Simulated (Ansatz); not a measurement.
```yaml
atoms:
  - { symbol: Al, position_ang: [-0.2502, 1.5255, -0.2342] }
  - { symbol: C, position_ang: [0.2850, -0.2661, 0.3421] }
  - { symbol: Cl, position_ang: [1.1085, -0.3577, 1.9179] }
  - { symbol: B, position_ang: [-0.1764, -1.6135, -0.1896] }
  - { symbol: O, position_ang: [0.9543, -1.1375, -0.6925] }
  - { symbol: H, position_ang: [-0.3363, 2.6882, 0.8303] }
  - { symbol: H, position_ang: [-0.6433, 1.6856, -1.7588] }
  - { symbol: H, position_ang: [-0.8494, -2.5815, -0.2714] }
```

Geometry: PBE0-D4/def2-TZVP.

Theory: RKS PBE0-D4/def2-TZVPP (Ansatz).

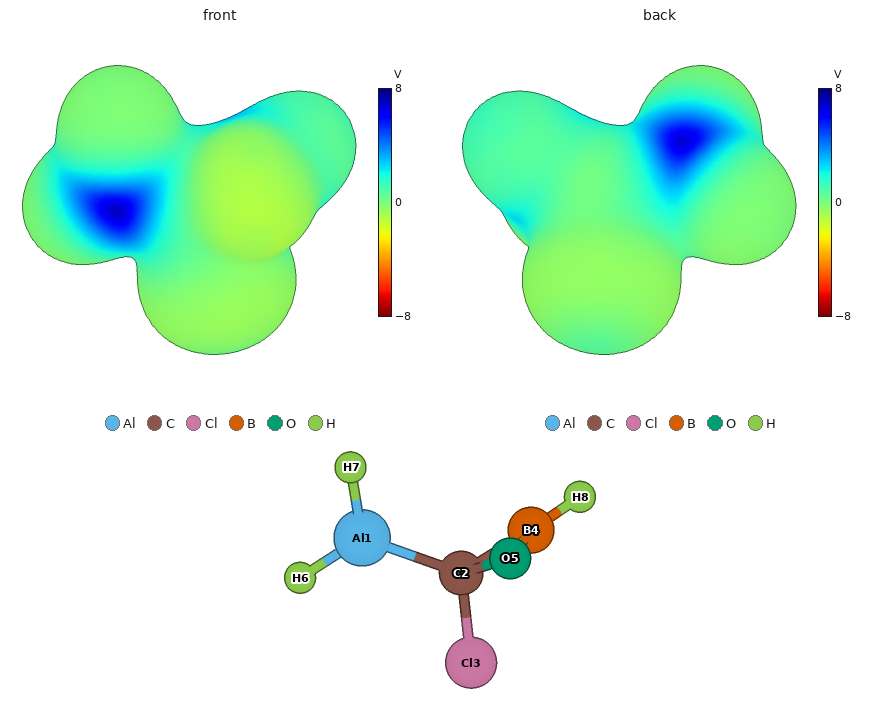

CH3AlBClO. The molecular electrostatic potential painted on the density surface at 0.004 e/bohr³, seen from the front and from behind; the colour scale runs from red (negative) to blue (positive). The bare structure is drawn below in the same view.

Which sites attract a positive test charge, and which a negative one?

Answer. A positive charge is drawn to the negative regions and a negative charge to the positive ones. The most negative region (about −1.0 V) lies over O5, the most positive (about +6.5 V) over Al1. Cl3 shows a σ-hole: about +0.6 V at the tip opposite its bond, against about −0.4 V on its flanks. O5 is the likeliest acceptor of a hydrogen bond.
